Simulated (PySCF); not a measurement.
Vertical excitations of a molecule H11NSi4 from PySCF with TDA-PBE/def2-SVPD, as energy in eV (oscillator strength): 4.48 (0.002), 5.05 (0.019), 5.09 (0.013), 5.39 (0.001), 5.51 (0.028), 5.64 (0.101). Lowest triplet (TDA): 4.14 eV. Coordinates come from a r2SCAN-D4/def2-SVP optimisation. Other conformers were not sampled.

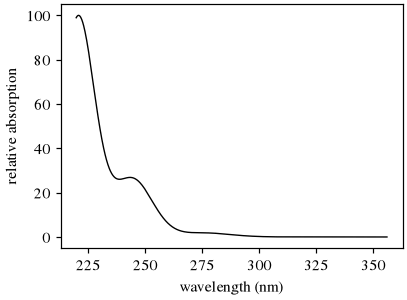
*The lines broadened by 0.4 eV.*

Task: Pick the molecule that these values belong to.
A) N[Si@@H]([SiH3])[SiH2][SiH3]
B) N[SiH2][SiH]([SiH3])[SiH3]
C) N[Si]([SiH3])([SiH3])[SiH3]
D) [SiH3][SiH2]N([SiH3])[SiH3]

Result: C, N[Si]([SiH3])([SiH3])[SiH3]
